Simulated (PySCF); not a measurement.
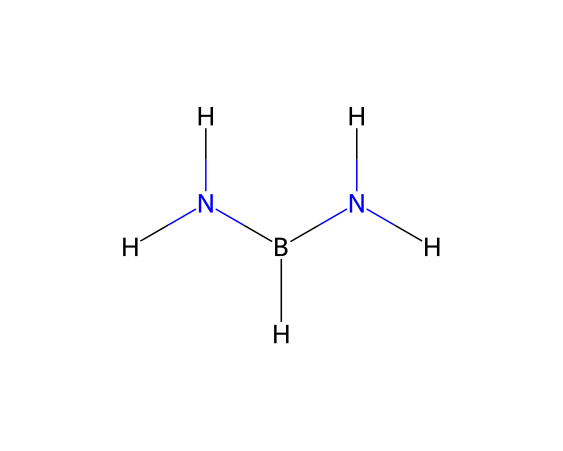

The computed structure is the end point of a GFN2-xTB optimisation. No frequency run is at hand to confirm it as a minimum. Properties computed with B3LYP/def2-SVPD, gas phase (PySCF 2.14.0). Excitations: vertical, linear response.

**Estimate the mean static polarisability.**

33.9 bohr³.

**Give the LUMO energy (Kohn–Sham orbital) at this level.**

0.25 eV.

**What is the HOMO energy (Kohn–Sham orbital)?**

−6.68 eV.

**What is the dipole moment?**

1.35 D.

The geometry is semi-empirical. Around B such bond lengths and angles can be off by a tenth of an ångström or more and by several degrees, and values that hang on the shape move with them.
